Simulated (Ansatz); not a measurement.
# Calculations on CH4F3OSi

## 1. Relaxation

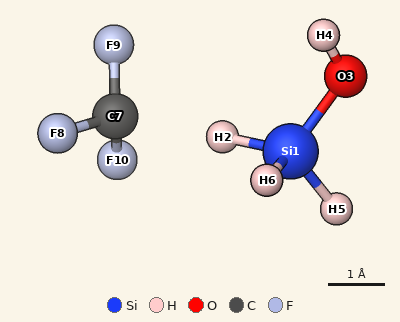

CH4F3OSi (multiplicity 2), before the relaxation. Style: ball-and-stick. Shown at a tilt.

The run prepares an end point of a later path (reaction) calculation, from a guessed geometry.

All numbers below come from UKS PBE/def2-SVP (Ansatz).

The input:
```yaml
crystal:
  periodic: [false, false, false]
  atoms:
    - { symbol: Si, position_ang: [0.002724, -0.033983, -0.251504] }
    - { symbol: H, position_ang: [0.013558, -0.017306, 1.231869] }
    - { symbol: O, position_ang: [1.548228, -0.049344, -0.914896] }
    - { symbol: H, position_ang: [2.058216, -0.853773, -0.716849] }
    - { symbol: H, position_ang: [-0.638383, 1.225039, -0.749849] }
    - { symbol: H, position_ang: [-0.808149, -1.228109, -0.691465] }
    - { symbol: C, position_ang: [-0.012996, 0.000979, 3.545124] }
    - { symbol: F, position_ang: [-0.712992, -1.056609, 3.948446] }
    - { symbol: F, position_ang: [1.246262, -0.071258, 3.969344] }
    - { symbol: F, position_ang: [-0.587068, 1.132164, 3.94388] }
magnetization:
  spin_polarized: true
  initial_magnetization: 1
basis:
  gaussian: { orbitals: def2-SVP }
hamiltonian:
  xc: pbe
relax:
  f_tol: 0.03
  max_steps: 50
```

Command:
```bash
ansatz run input.yaml --threads 4 --pin off --max-ram 5120MiB --backend cpu --events-out ev --progress --plain --runs-dir out
```

> Where does the relaxation end?

The largest moves after the best rigid fit, 0.29 Å, are those of C7 and F10. By element the largest moves are C 0.29 Å, F 0.29 Å, H 0.21 Å, Si 0.21 Å, O 0.19 Å. Among the contacts that change: Si1–H2 1.484 → 1.514 Å. Over 3 geometry steps the energy falls by 2.68 kJ/mol. Largest force component: 0.66 eV/Å at the start, 0.023 eV/Å at the end.

Step by step:

```json
{"step": "0", "E − E(0), kJ/mol": "0.00", "largest force component, eV/Å": "0.6632"}
{"step": "1", "E − E(0), kJ/mol": "-2.28", "largest force component, eV/Å": "0.1025"}
{"step": "2", "E − E(0), kJ/mol": "-2.63", "largest force component, eV/Å": "0.0292"}
{"step": "3", "E − E(0), kJ/mol": "-2.68", "largest force component, eV/Å": "0.0235"}
```

The structure at the end:

```xyz
10

Si    0.0113   -0.0416   -0.4569
H     0.0140   -0.0246    1.0575
O     1.5666   -0.0615   -1.1000
H     2.0905   -0.8503   -0.8768
H    -0.6242    1.2176   -0.9614
H    -0.8060   -1.2334   -0.8931
C    -0.0331    0.0107    3.8340
F    -0.7340   -1.0466    4.2313
F     1.2275   -0.0653    4.2486
F    -0.6032    1.1429    4.2308
```

After the run, drawn alike:

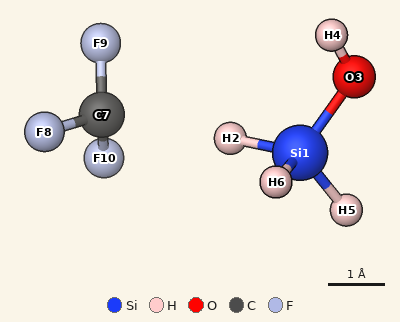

Limits of the set-up: the start holds two separate molecules, 2.3 Å apart at their closest, whose relative position is a soft coordinate and is computed without a dispersion correction.

## 2. Relaxation

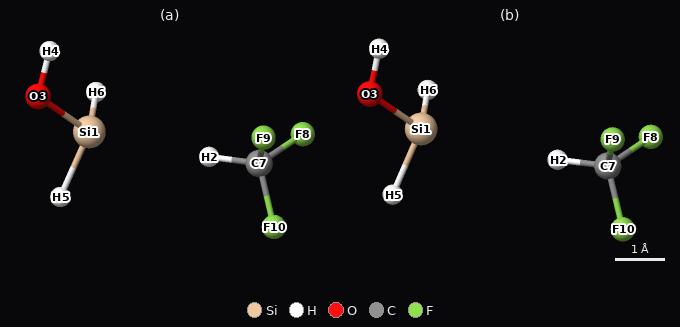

The structure of CH4F3OSi (multiplicity 2) before (left) and after (right) a relaxation, at one scale.

The picture is a ball-and-stick view, seen from a free direction.

The run prepares an end point of a later path (reaction) calculation, from a guessed geometry.

The calculation used Ansatz 0.2.0, UKS PBE/def2-SVP. Settings: collinear spin; force threshold 0.03 eV/Å; at most 50 steps.

Question: Summarise the run.

Answer: H4 moves most after the best rigid fit: 0.22 Å. By element the largest moves are H 0.22 Å, F 0.20 Å, C 0.19 Å, Si 0.19 Å, O 0.19 Å. Some distances before and after: Si1–O3 1.694 → 1.686 Å. Bond angles that change, for instance: Si1–O3–H4 110.9° → 115.1°. Over 6 geometry steps the energy falls by 0.59 kcal/mol. The largest force component goes from 0.2 to 0.0079 eV/Å. Cost: 13 s on 4 threads of Intel(R) Xeon(R) Platinum 8259CL CPU @ 2.50GHz (Skylake/Cascade Lake), with other jobs on the host, peak memory 0.2 GiB.

Limits of the set-up: the start holds two separate molecules, 2.7 Å apart at their closest, whose relative position is a soft coordinate and is computed without a dispersion correction.

## 3. Path

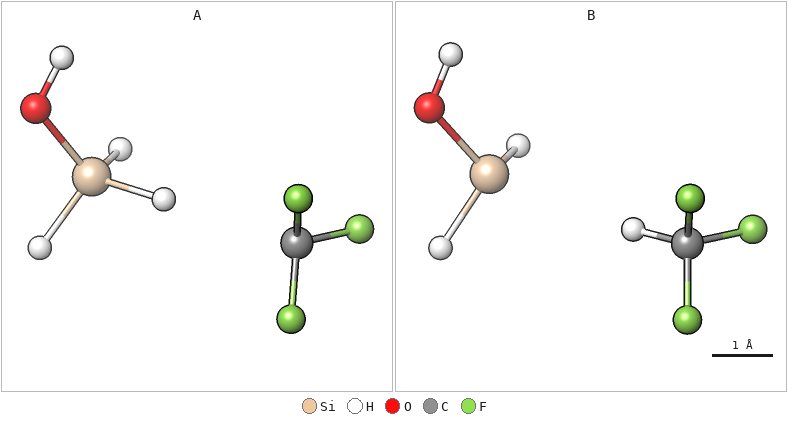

The two relaxed end points of a path for CH$_{4}$F$_{3}$OSi (multiplicity 2), made up at the start of SiH₄O and CF3. The picture is a ball-and-stick view, seen from a free direction.

Computed with Ansatz 0.2.0, UKS PBE/def2-SVP.

Set-up: 5 movable images; climbing image; force threshold 0.03 eV/Å; iteration limit 60.

Start:
```xyz
10

Si    0.0112   -0.0416   -0.4569
H     0.0140   -0.0246    1.0575
O     1.5665   -0.0614   -1.1001
H     2.0905   -0.8503   -0.8768
H    -0.6243    1.2176   -0.9614
H    -0.8060   -1.2334   -0.8931
C    -0.0330    0.0106    3.8340
F    -0.7339   -1.0467    4.2314
F     1.2276   -0.0653    4.2486
F    -0.6031    1.1429    4.2309
```

End:
```xyz
10

Si    0.0652   -0.0780   -0.5611
H    -0.0820    0.0642    2.4844
O     1.6019   -0.0601   -1.2556
H     2.1137   -0.8815   -1.1464
H    -0.5916    1.2003   -1.0080
H    -0.7496   -1.2789   -1.0048
C    -0.0673    0.0317    3.6010
F    -0.7634   -1.0308    4.0465
F     1.1986   -0.0679    4.0470
F    -0.6161    1.1489    4.1111
```

Q: What barrier does the band find between them, and by what path?

A: The energy climbs by 1.2 kcal/mol to image 2 and then falls by 18.0 kcal/mol, so the end point sits at −16.8 kcal/mol. A hydrogen atom shifts from one atom to another. Breaking: Si1–H2 (1.51 → 1.59 at the top → 3.05 Å). Forming: H2–C7 (2.78 → 1.79 at the top → 1.12 Å). The band converged in 13 iterations. The largest component of the band force went from 2.6 to 0.028 eV/Å. The climbing image converged on the top of the path. Its vibrational analysis gives one imaginary mode (169i cm⁻¹), as a transition state must have.

Energies of the converged images:

```
image  path (Å)  E (kcal/mol)
    0      0.00           0.0
    1      0.71           0.3
    2      1.41           1.2
    3      1.91         -11.4
    4      2.41         -15.5
    5      2.92         -16.6
    6      3.42         -16.8
```

The geometry at the top of the path:

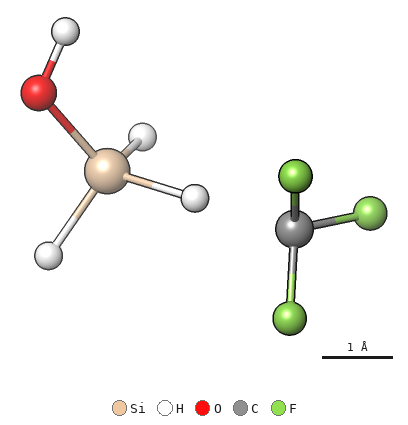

Limits of the set-up: the start holds two separate molecules, 2.8 Å apart at their closest, whose relative position is a soft coordinate and is computed without a dispersion correction.

The run took 110 s on 4 threads of Intel(R) Xeon(R) Platinum 8259CL CPU @ 2.50GHz (Skylake/Cascade Lake), with other jobs on the host, peak memory 0.21 GiB.
